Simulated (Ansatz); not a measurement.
# Cu: a two-dimensional strain map

The task, for Cu: strain the cell in the xy plane and along z independently.

Program: Ansatz 0.2.0. Level of theory: DFT r2SCAN, scalar-relativistic, plane waves, PAW. These are calculated values, not measurements.

## (1) The starting structure

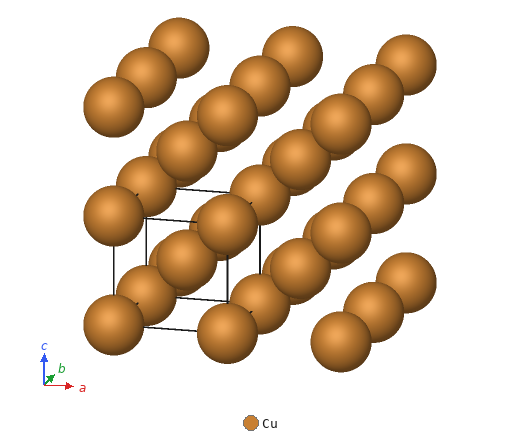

Start, viewed slightly off an axis; copper orange. 2×2×2 cells are drawn. Atoms on the faces are drawn again on the opposite ones. The cell drawn here is the conventional one.

As a file:

```xyz
1
Lattice="-1.4428 1.4428 1.3761 1.4428 -1.4428 1.3761 1.4428 1.4428 -1.3761" Properties=species:S:1:pos:R:3 pbc="T T T"
Cu    0.0000    0.0000    0.0000
```

It goes back to an entry of the Materials Project, which need not be the stable form.

No relaxation comes first: the listed cell is the starting point.

## (2) Zero of energy

The reference gives a free energy of -6630.9463 eV, pressure 1.74 GPa, largest force 0.000 eV/Å and gap on the mesh none (metal). It was computed beforehand with the settings of the runs below.

## (3) Setting up a two-dimensional strain map

The cell is strained by p along both x and y and by q along z, with fractional coordinates fixed.

## (4) At p = -0.030, q = -0.030

The input, input.yaml:

```yaml
crystal:
  lattice:
    - [-1.3995095204, 1.3995095204, 1.3347990065]
    - [1.3995095204, -1.3995095204, 1.3347990065]
    - [1.3995095204, 1.3995095204, -1.3347990065]
  atoms:
    - { symbol: Cu, position: [0.0, 0.0, 0.0] }
basis:
  ecutwfc: 300.0
kpoints:
  mp_grid: { grid: [24, 24, 24] }
hamiltonian:
  xc: r2scan
scf:
  occupations: { method: gaussian, width: 0.15 }
output:
  forces: true
  stress: true
  eigenvalues: true
```

Command:

```bash
> ansatz run input.yaml --threads 1 --pin off --max-ram 2560MiB --backend cpu --events-out ev --progress --plain --runs-dir out
```

Log (excerpt; [...] marks lines left out):

```text
Warning: basis.ecutwfc = 300 eV is below the records' recommended 500 eV, and the density's cutoff is lower with it unless basis.ecutrho_ratio is high enough to keep the records' density cutoff: compare with a run at a higher cutoff
Warning: RAYON_NUM_THREADS=1 ignored (pool sized by the plan → 1); use --threads N
[...]
Pseudopotentials: kind: paw
Pseudopotential: Cu, paw, valence charge 19, recommended cutoff 500 eV (meta_gga), Cu.paw.azcp
Functional definition: r2SCAN
[...]
Crystal: 1 atoms, lattice volume = 10.457 Å³
Basis set: ecut = 300 eV, 135 PW (Γ), exchange–correlation on 60×60×60 points (64 copies of the dense FFT grid, shifted against one another)
Bands: 14, of which v1, the nominal top of the filled ones, is band 10 counted from 1 (9 counted from 0)
Symmetry: 16 space group operations
Space group: I4/mmm (ITA 139), of the structure as read, at distance tolerance 2.2e-5 Å
k-points: 1063 of 13824
[...]
SCF iter   1: F=—  HF=-6630.893542 eV  |F-HF|=—  |Δ(HF+E_count)|=         —  Δρ=3.43e-2  dr2=7.02e-2  dr2_τ=1.12e-3  ethr=1.77e-3  ⟨swp⟩=4.4  Hψ=68545  notcnv=0
[...]
SCF iter   6: F=-6630.886845 eV  HF=-6630.886845 eV  |F-HF|=4.56e-9  |Δ(HF+E_count)|=   1.01e-6  Δρ=1.26e-5  dr2=7.61e-9  dr2_τ=9.29e-11  ethr=5.26e-10  ⟨swp⟩=5.9  Hψ=67661  notcnv=0
[...]
SCF converged after 6 iterations
Free energy (F): -6630.886845 eV
[...]
E sigma→0 (E₀):  -6630.884950 eV
Entropy (-TS):   -0.003790 eV (-3.790 meV/atom)
Fermi energy:    19.267694 eV
[...]
--- Forces (eV/Å), atoms counted from 1 ---
  atom   1  Cu     0.00000000    -0.00000000    -0.00000000
[...]
--- Stress (GPa, compression-positive) ---
       18.553095       0.000000       0.000000
        0.000000      18.553095      -0.000000
        0.000000      -0.000000      18.932151
  P = ⅓ Tr σ = 18.6794 GPa (186.794 kbar)
--- Band table (eV; the first three rows and the last of 1063) ---
  k-point 0: bands = ["-97.6402", "-53.3575", "-53.3513", "-53.3513", "8.5756", "15.4288", "15.6499", "15.6499", "16.6554", "16.9078", "46.0853", "46.0853", "47.4537", "50.8800"]
[...]
```

It took 33 s on 1 thread of Intel Xeon at 2.50GHz (Skylake/Cascade Lake), shared host; peak memory 0.43 GiB.

## (5) At p = -0.030, q = 0.000

input.yaml, as its differences from that of step 4:

```diff
@@ -2,5 +2,5 @@
   lattice:
-    - [-1.3995095204, 1.3995095204, 1.3347990065]
-    - [1.3995095204, -1.3995095204, 1.3347990065]
-    - [1.3995095204, 1.3995095204, -1.3347990065]
+    - [-1.3995095204, 1.3995095204, 1.37608145]
+    - [1.3995095204, -1.3995095204, 1.37608145]
+    - [1.3995095204, 1.3995095204, -1.37608145]
   atoms:
```

Command:

```bash
> ansatz run input.yaml --threads 1 --pin off --max-ram 2560MiB --backend cpu --events-out ev --progress --plain --runs-dir out
```

Log (excerpt; [...] marks lines left out):

```text
Warning: basis.ecutwfc = 300 eV is below the records' recommended 500 eV, and the density's cutoff is lower with it unless basis.ecutrho_ratio is high enough to keep the records' density cutoff: compare with a run at a higher cutoff
Warning: RAYON_NUM_THREADS=1 ignored (pool sized by the plan → 1); use --threads N
[...]
[... 3 set-up lines as earlier in the session ...]
[...]
Crystal: 1 atoms, lattice volume = 10.781 Å³
Basis set: ecut = 300 eV, 135 PW (Γ), exchange–correlation on 60×60×60 points (64 copies of the dense FFT grid, shifted against one another)
Bands: 14, of which v1, the nominal top of the filled ones, is band 10 counted from 1 (9 counted from 0)
[... 2 set-up lines as earlier in the session ...]
k-points: 1063 of 13824
[...]
SCF iter   1: F=—  HF=-6630.925265 eV  |F-HF|=—  |Δ(HF+E_count)|=         —  Δρ=3.45e-2  dr2=7.37e-2  dr2_τ=1.05e-3  ethr=1.77e-3  ⟨swp⟩=4.5  Hψ=68506  notcnv=0
[...]
SCF iter   6: F=-6630.917902 eV  HF=-6630.917902 eV  |F-HF|=9.62e-9  |Δ(HF+E_count)|=   1.08e-6  Δρ=1.66e-5  dr2=1.47e-8  dr2_τ=1.09e-10  ethr=5.26e-10  ⟨swp⟩=5.9  Hψ=67220  notcnv=0
[...]
SCF converged after 6 iterations
Free energy (F): -6630.917902 eV
[...]
E sigma→0 (E₀):  -6630.915872 eV
Entropy (-TS):   -0.004059 eV (-4.059 meV/atom)
Fermi energy:    18.534718 eV
[...]
--- Forces (eV/Å), atoms counted from 1 ---
  atom   1  Cu    -0.00000000     0.00000000     0.00000000
[...]
--- Stress (GPa, compression-positive) ---
       12.189735       0.000000       0.000000
        0.000000      12.189735       0.000000
        0.000000       0.000000      12.113371
  P = ⅓ Tr σ = 12.1643 GPa (121.643 kbar)
--- Band table (eV; the first three rows and the last of 1063) ---
  k-point 0: bands = ["-98.2783", "-54.0036", "-54.0015", "-54.0015", "8.1079", "14.9088", "14.9822", "14.9822", "16.0891", "16.1743", "45.3987", "45.3987", "45.8428", "50.0163"]
[...]
```

It took 29 s on 1 thread of Intel Xeon at 2.50GHz (Skylake/Cascade Lake), shared host; peak memory 0.43 GiB.

## (6) p = -0.030, q = 0.030

input.yaml, as its differences from that of step 5:

```diff
@@ -2,5 +2,5 @@
   lattice:
-    - [-1.3995095204, 1.3995095204, 1.37608145]
-    - [1.3995095204, -1.3995095204, 1.37608145]
-    - [1.3995095204, 1.3995095204, -1.37608145]
+    - [-1.3995095204, 1.3995095204, 1.4173638935]
+    - [1.3995095204, -1.3995095204, 1.4173638935]
+    - [1.3995095204, 1.3995095204, -1.4173638935]
   atoms:
```

Command:

```bash
> ansatz run input.yaml --threads 1 --pin off --max-ram 2560MiB --backend cpu --events-out ev --progress --plain --runs-dir out
```

Log (excerpt; [...] marks lines left out):

```text
[...]
SCF converged after 6 iterations
Free energy (F): -6630.936410 eV
[...]
E sigma→0 (E₀):  -6630.934314 eV
Entropy (-TS):   -0.004193 eV (-4.193 meV/atom)
Fermi energy:    17.848706 eV
[...]
--- Forces (eV/Å), atoms counted from 1 ---
  atom   1  Cu     0.00000000     0.00000000     0.00000000
[...]
--- Stress (GPa, compression-positive) ---
        6.625067       0.000000      -0.000000
        0.000000       6.625067      -0.000000
       -0.000000      -0.000000       6.766821
  P = ⅓ Tr σ = 6.6723 GPa (66.723 kbar)
--- Band table (eV; the first three rows and the last of 1063) ---
  k-point 0: bands = ["-98.8778", "-54.6116", "-54.6110", "-54.6110", "7.6713", "14.3658", "14.3658", "14.4168", "15.4847", "15.5264", "44.3678", "44.6669", "44.6669", "48.6662"]
[...]
```

It took 26 s on 1 thread of Intel Xeon at 2.50GHz (Skylake/Cascade Lake), shared host; peak memory 0.43 GiB.

## (7) Point p = 0.000, q = -0.030

input.yaml, as its differences from that of step 6:

```diff
@@ -2,5 +2,5 @@
   lattice:
-    - [-1.3995095204, 1.3995095204, 1.4173638935]
-    - [1.3995095204, -1.3995095204, 1.4173638935]
-    - [1.3995095204, 1.3995095204, -1.4173638935]
+    - [-1.44279332, 1.44279332, 1.3347990065]
+    - [1.44279332, -1.44279332, 1.3347990065]
+    - [1.44279332, 1.44279332, -1.3347990065]
   atoms:
```

Command:

```bash
> ansatz run input.yaml --threads 1 --pin off --max-ram 2560MiB --backend cpu --events-out ev --progress --plain --runs-dir out
```

Log (excerpt; [...] marks lines left out):

```text
Warning: basis.ecutwfc = 300 eV is below the records' recommended 500 eV, and the density's cutoff is lower with it unless basis.ecutrho_ratio is high enough to keep the records' density cutoff: compare with a run at a higher cutoff
Warning: RAYON_NUM_THREADS=1 ignored (pool sized by the plan → 1); use --threads N
[...]
[... 3 set-up lines as earlier in the session ...]
[...]
Crystal: 1 atoms, lattice volume = 11.114 Å³
Basis set: ecut = 300 eV, 139 PW (Γ), exchange–correlation on 60×60×60 points (64 copies of the dense FFT grid, shifted against one another)
Bands: 14, of which v1, the nominal top of the filled ones, is band 10 counted from 1 (9 counted from 0)
[... 2 set-up lines as earlier in the session ...]
k-points: 1063 of 13824
[...]
SCF iter   1: F=—  HF=-6630.945020 eV  |F-HF|=—  |Δ(HF+E_count)|=         —  Δρ=3.52e-2  dr2=7.96e-2  dr2_τ=9.94e-4  ethr=1.77e-3  ⟨swp⟩=4.5  Hψ=68381  notcnv=0
[...]
SCF iter   6: F=-6630.937098 eV  HF=-6630.937098 eV  |F-HF|=1.69e-8  |Δ(HF+E_count)|=   1.26e-6  Δρ=2.13e-5  dr2=2.68e-8  dr2_τ=1.57e-10  ethr=5.26e-10  ⟨swp⟩=6.0  Hψ=67287  notcnv=0
[...]
SCF converged after 6 iterations
Free energy (F): -6630.937098 eV
[...]
E sigma→0 (E₀):  -6630.935002 eV
Entropy (-TS):   -0.004192 eV (-4.192 meV/atom)
Fermi energy:    17.835982 eV
[...]
--- Forces (eV/Å), atoms counted from 1 ---
  atom   1  Cu    -0.00000000     0.00000000    -0.00000000
[...]
--- Stress (GPa, compression-positive) ---
        6.594036       0.000000       0.000000
        0.000000       6.594036       0.000000
        0.000000       0.000000       7.327761
  P = ⅓ Tr σ = 6.8386 GPa (68.386 kbar)
--- Band table (eV; the first three rows and the last of 1063) ---
  k-point 0: bands = ["-98.8928", "-54.6325", "-54.6239", "-54.6239", "7.6597", "14.1651", "14.4995", "14.4995", "15.2667", "15.6365", "43.5941", "43.5941", "45.9721", "48.1168"]
[...]
```

Wall time 32 s (1 thread of Intel Xeon at 2.50GHz (Skylake/Cascade Lake), shared host); peak memory 0.43 GiB.

## (8) p = 0.000, q = 0.030

input.yaml, as its differences from that of step 7:

```diff
@@ -2,5 +2,5 @@
   lattice:
-    - [-1.44279332, 1.44279332, 1.3347990065]
-    - [1.44279332, -1.44279332, 1.3347990065]
-    - [1.44279332, 1.44279332, -1.3347990065]
+    - [-1.44279332, 1.44279332, 1.4173638935]
+    - [1.44279332, -1.44279332, 1.4173638935]
+    - [1.44279332, 1.44279332, -1.4173638935]
   atoms:
```

Command:

```bash
> ansatz run input.yaml --threads 1 --pin off --max-ram 2560MiB --backend cpu --events-out ev --progress --plain --runs-dir out
```

Log (excerpt; [...] marks lines left out):

```text
[...]
SCF converged after 6 iterations
Free energy (F): -6630.944046 eV
[...]
E sigma→0 (E₀):  -6630.941757 eV
Entropy (-TS):   -0.004578 eV (-4.578 meV/atom)
Fermi energy:    16.500190 eV
[...]
--- Forces (eV/Å), atoms counted from 1 ---
  atom   1  Cu     0.00000000    -0.00000000    -0.00000000
[...]
--- Stress (GPa, compression-positive) ---
       -2.460780       0.000000      -0.000000
        0.000000      -2.460780      -0.000000
        0.000000       0.000000      -2.743447
  P = ⅓ Tr σ = -2.5550 GPa (-25.550 kbar)
--- Band table (eV; the first three rows and the last of 1063) ---
  k-point 0: bands = ["-100.0537", "-55.8060", "-55.8039", "-55.8039", "6.8226", "13.2110", "13.2767", "13.2767", "14.2359", "14.3120", "42.4496", "42.4496", "42.8984", "45.9866"]
[...]
```

It took 32 s on 1 thread of Intel Xeon at 2.50GHz (Skylake/Cascade Lake), shared host; peak memory 0.44 GiB.

## (9) p = 0.030, q = -0.030

input.yaml, as its differences from that of step 8:

```diff
@@ -2,5 +2,5 @@
   lattice:
-    - [-1.44279332, 1.44279332, 1.4173638935]
-    - [1.44279332, -1.44279332, 1.4173638935]
-    - [1.44279332, 1.44279332, -1.4173638935]
+    - [-1.4860771196, 1.4860771196, 1.3347990065]
+    - [1.4860771196, -1.4860771196, 1.3347990065]
+    - [1.4860771196, 1.4860771196, -1.3347990065]
   atoms:
```

Command:

```bash
> ansatz run input.yaml --threads 1 --pin off --max-ram 2560MiB --backend cpu --events-out ev --progress --plain --runs-dir out
```

Log (excerpt; [...] marks lines left out):

```text
[...]
SCF converged after 6 iterations
Free energy (F): -6630.944728 eV
[...]
E sigma→0 (E₀):  -6630.942565 eV
Entropy (-TS):   -0.004326 eV (-4.326 meV/atom)
Fermi energy:    16.534660 eV
[...]
--- Forces (eV/Å), atoms counted from 1 ---
  atom   1  Cu     0.00000000    -0.00000000    -0.00000000
[...]
--- Stress (GPa, compression-positive) ---
       -2.424232       0.000000      -0.000000
        0.000000      -2.424232      -0.000000
        0.000000      -0.000000      -1.343103
  P = ⅓ Tr σ = -2.0639 GPa (-20.639 kbar)
--- Band table (eV; the first three rows and the last of 1063) ---
  k-point 0: bands = ["-100.0296", "-55.7940", "-55.7780", "-55.7780", "6.8390", "13.0280", "13.4490", "13.4490", "14.0082", "14.4973", "41.1473", "41.1473", "44.6181", "45.2490"]
[...]
```

Wall time 28 s (1 thread of Intel Xeon at 2.50GHz (Skylake/Cascade Lake), shared host); peak memory 0.44 GiB.

## (10) Point p = 0.030, q = 0.000

input.yaml, as its differences from that of step 9:

```diff
@@ -2,5 +2,5 @@
   lattice:
-    - [-1.4860771196, 1.4860771196, 1.3347990065]
-    - [1.4860771196, -1.4860771196, 1.3347990065]
-    - [1.4860771196, 1.4860771196, -1.3347990065]
+    - [-1.4860771196, 1.4860771196, 1.37608145]
+    - [1.4860771196, -1.4860771196, 1.37608145]
+    - [1.4860771196, 1.4860771196, -1.37608145]
   atoms:
```

Command:

```bash
> ansatz run input.yaml --threads 1 --pin off --max-ram 2560MiB --backend cpu --events-out ev --progress --plain --runs-dir out
```

Log (excerpt; [...] marks lines left out):

```text
[...]
SCF converged after 7 iterations
Free energy (F): -6630.934962 eV
[...]
E sigma→0 (E₀):  -6630.932779 eV
Entropy (-TS):   -0.004365 eV (-4.365 meV/atom)
Fermi energy:    15.885341 eV
[...]
--- Forces (eV/Å), atoms counted from 1 ---
  atom   1  Cu     0.00000000     0.00000000     0.00000000
[...]
--- Stress (GPa, compression-positive) ---
       -6.123559      -0.000000       0.000000
       -0.000000      -6.123559      -0.000000
        0.000000       0.000000      -6.255882
  P = ⅓ Tr σ = -6.1677 GPa (-61.677 kbar)
--- Band table (eV; the first three rows and the last of 1063) ---
  k-point 0: bands = ["-100.5899", "-56.3581", "-56.3474", "-56.3474", "6.4373", "12.5662", "12.8458", "12.8458", "13.5388", "13.8632", "40.7023", "40.7023", "43.0205", "44.7474"]
[...]
```

Run time: 35 s. Hardware: 1 thread of Intel Xeon at 2.50GHz (Skylake/Cascade Lake), shared host; peak memory 0.44 GiB.

## (11) Point p = 0.030, q = 0.030

input.yaml, as its differences from that of step 10:

```diff
@@ -2,5 +2,5 @@
   lattice:
-    - [-1.4860771196, 1.4860771196, 1.37608145]
-    - [1.4860771196, -1.4860771196, 1.37608145]
-    - [1.4860771196, 1.4860771196, -1.37608145]
+    - [-1.4860771196, 1.4860771196, 1.4173638935]
+    - [1.4860771196, -1.4860771196, 1.4173638935]
+    - [1.4860771196, 1.4860771196, -1.4173638935]
   atoms:
```

Command:

```bash
> ansatz run input.yaml --threads 1 --pin off --max-ram 2560MiB --backend cpu --events-out ev --progress --plain --runs-dir out
```

Log (excerpt; [...] marks lines left out):

```text
Warning: basis.ecutwfc = 300 eV is below the records' recommended 500 eV, and the density's cutoff is lower with it unless basis.ecutrho_ratio is high enough to keep the records' density cutoff: compare with a run at a higher cutoff
Warning: RAYON_NUM_THREADS=1 ignored (pool sized by the plan → 1); use --threads N
[...]
[... 3 set-up lines as earlier in the session ...]
[...]
Crystal: 1 atoms, lattice volume = 12.521 Å³
Basis set: ecut = 300 eV, 141 PW (Γ), exchange–correlation on 60×60×60 points (64 copies of the dense FFT grid, shifted against one another)
Bands: 14, of which v1, the nominal top of the filled ones, is band 10 counted from 1 (9 counted from 0)
[... 1 set-up line as earlier in the session ...]
Space group: I4/mmm (ITA 139), of the structure as read, at distance tolerance 2.3e-5 Å
k-points: 1063 of 13824
[...]
SCF iter   1: F=—  HF=-6630.926247 eV  |F-HF|=—  |Δ(HF+E_count)|=         —  Δρ=3.64e-2  dr2=9.78e-2  dr2_τ=1.06e-3  ethr=1.77e-3  ⟨swp⟩=4.5  Hψ=68164  notcnv=0
[...]
SCF iter   7: F=-6630.916707 eV  HF=-6630.916707 eV  |F-HF|=1.27e-9  |Δ(HF+E_count)|=   1.91e-8  Δρ=6.37e-6  dr2=2.78e-9  dr2_τ=1.99e-11  ethr=5.26e-10  ⟨swp⟩=4.8  Hψ=57217  notcnv=0
[...]
SCF converged after 7 iterations
Free energy (F): -6630.916707 eV
[...]
E sigma→0 (E₀):  -6630.914448 eV
Entropy (-TS):   -0.004517 eV (-4.517 meV/atom)
Fermi energy:    15.281684 eV
[...]
--- Forces (eV/Å), atoms counted from 1 ---
  atom   1  Cu    -0.00000000     0.00000000    -0.00000000
[...]
--- Stress (GPa, compression-positive) ---
       -9.222814      -0.000000      -0.000000
       -0.000000      -9.222814      -0.000000
       -0.000000       0.000000      -9.609828
  P = ⅓ Tr σ = -9.3518 GPa (-93.518 kbar)
--- Band table (eV; the first three rows and the last of 1063) ---
  k-point 0: bands = ["-101.1176", "-56.8912", "-56.8825", "-56.8825", "6.0626", "12.1290", "12.2874", "12.2874", "13.0681", "13.2653", "40.2494", "40.2494", "41.5567", "43.4237"]
[...]
```

Run time: 29 s. Hardware: 1 thread of Intel Xeon at 2.50GHz (Skylake/Cascade Lake), shared host; peak memory 0.44 GiB.

## (12) Point p = -0.030, q = -0.015

input.yaml, as its differences from that of step 11:

```diff
@@ -2,5 +2,5 @@
   lattice:
-    - [-1.4860771196, 1.4860771196, 1.4173638935]
-    - [1.4860771196, -1.4860771196, 1.4173638935]
-    - [1.4860771196, 1.4860771196, -1.4173638935]
+    - [-1.3995095204, 1.3995095204, 1.3554402282]
+    - [1.3995095204, -1.3995095204, 1.3554402282]
+    - [1.3995095204, 1.3995095204, -1.3554402282]
   atoms:
```

Command:

```bash
> ansatz run input.yaml --threads 1 --pin off --max-ram 2560MiB --backend cpu --events-out ev --progress --plain --runs-dir out
```

Log (excerpt; [...] marks lines left out):

```text
[...]
SCF converged after 6 iterations
Free energy (F): -6630.904311 eV
[...]
E sigma→0 (E₀):  -6630.902332 eV
Entropy (-TS):   -0.003960 eV (-3.960 meV/atom)
Fermi energy:    18.895485 eV
[...]
--- Forces (eV/Å), atoms counted from 1 ---
  atom   1  Cu     0.00000000     0.00000000     0.00000000
[...]
--- Stress (GPa, compression-positive) ---
       15.239035       0.000000       0.000000
        0.000000      15.239035      -0.000000
        0.000000      -0.000000      15.153735
  P = ⅓ Tr σ = 15.2106 GPa (152.106 kbar)
--- Band table (eV; the first three rows and the last of 1063) ---
  k-point 0: bands = ["-97.9643", "-53.6859", "-53.6815", "-53.6815", "8.3376", "15.1653", "15.3094", "15.3094", "16.3695", "16.5355", "45.7464", "45.7464", "46.6304", "50.4410"]
[...]
```

Run time: 32 s. Hardware: 1 thread of Intel Xeon at 2.50GHz (Skylake/Cascade Lake), shared host; peak memory 0.43 GiB.

## (13) Point p = -0.030, q = 0.015

input.yaml, as its differences from that of step 12:

```diff
@@ -2,5 +2,5 @@
   lattice:
-    - [-1.3995095204, 1.3995095204, 1.3554402282]
-    - [1.3995095204, -1.3995095204, 1.3554402282]
-    - [1.3995095204, 1.3995095204, -1.3554402282]
+    - [-1.3995095204, 1.3995095204, 1.3967226717]
+    - [1.3995095204, -1.3995095204, 1.3967226717]
+    - [1.3995095204, 1.3995095204, -1.3967226717]
   atoms:
```

Command:

```bash
> ansatz run input.yaml --threads 1 --pin off --max-ram 2560MiB --backend cpu --events-out ev --progress --plain --runs-dir out
```

Log (excerpt; [...] marks lines left out):

```text
[...]
SCF converged after 6 iterations
Free energy (F): -6630.928184 eV
[...]
E sigma→0 (E₀):  -6630.926133 eV
Entropy (-TS):   -0.004102 eV (-4.102 meV/atom)
Fermi energy:    18.186628 eV
[...]
--- Forces (eV/Å), atoms counted from 1 ---
  atom   1  Cu     0.00000000     0.00000000     0.00000000
[...]
--- Stress (GPa, compression-positive) ---
        9.369394      -0.000000       0.000000
       -0.000000       9.369394       0.000000
       -0.000000      -0.000000       9.400541
  P = ⅓ Tr σ = 9.3798 GPa (93.798 kbar)
--- Band table (eV; the first three rows and the last of 1063) ---
  k-point 0: bands = ["-98.5824", "-54.3114", "-54.3112", "-54.3112", "7.8861", "14.6594", "14.6678", "14.6678", "15.8144", "15.8242", "45.0395", "45.0395", "45.0892", "49.5928"]
[...]
```

Run time: 29 s. Hardware: 1 thread of Intel Xeon at 2.50GHz (Skylake/Cascade Lake), shared host; peak memory 0.43 GiB.

## (14) p = -0.015, q = -0.030

input.yaml, as its differences from that of step 13:

```diff
@@ -2,5 +2,5 @@
   lattice:
-    - [-1.3995095204, 1.3995095204, 1.3967226717]
-    - [1.3995095204, -1.3995095204, 1.3967226717]
-    - [1.3995095204, 1.3995095204, -1.3967226717]
+    - [-1.4211514202, 1.4211514202, 1.3347990065]
+    - [1.4211514202, -1.4211514202, 1.3347990065]
+    - [1.4211514202, 1.4211514202, -1.3347990065]
   atoms:
```

Command:

```bash
> ansatz run input.yaml --threads 1 --pin off --max-ram 2560MiB --backend cpu --events-out ev --progress --plain --runs-dir out
```

Log (excerpt; [...] marks lines left out):

```text
[...]
SCF converged after 6 iterations
Free energy (F): -6630.917479 eV
[...]
E sigma→0 (E₀):  -6630.915473 eV
Entropy (-TS):   -0.004012 eV (-4.012 meV/atom)
Fermi energy:    18.532883 eV
[...]
--- Forces (eV/Å), atoms counted from 1 ---
  atom   1  Cu     0.00000000     0.00000000    -0.00000000
[...]
--- Stress (GPa, compression-positive) ---
       11.995696       0.000000       0.000000
        0.000000      11.995696      -0.000000
        0.000000      -0.000000      12.666168
  P = ⅓ Tr σ = 12.2192 GPa (122.192 kbar)
--- Band table (eV; the first three rows and the last of 1063) ---
  k-point 0: bands = ["-98.2829", "-54.0105", "-54.0044", "-54.0044", "8.1045", "14.7799", "15.0611", "15.0611", "15.9413", "16.2464", "44.8336", "44.8336", "46.6958", "49.4564"]
[...]
```

It took 30 s on 1 thread of Intel Xeon at 2.50GHz (Skylake/Cascade Lake), shared host; peak memory 0.43 GiB.

(Part 1 of 2 ends here.)
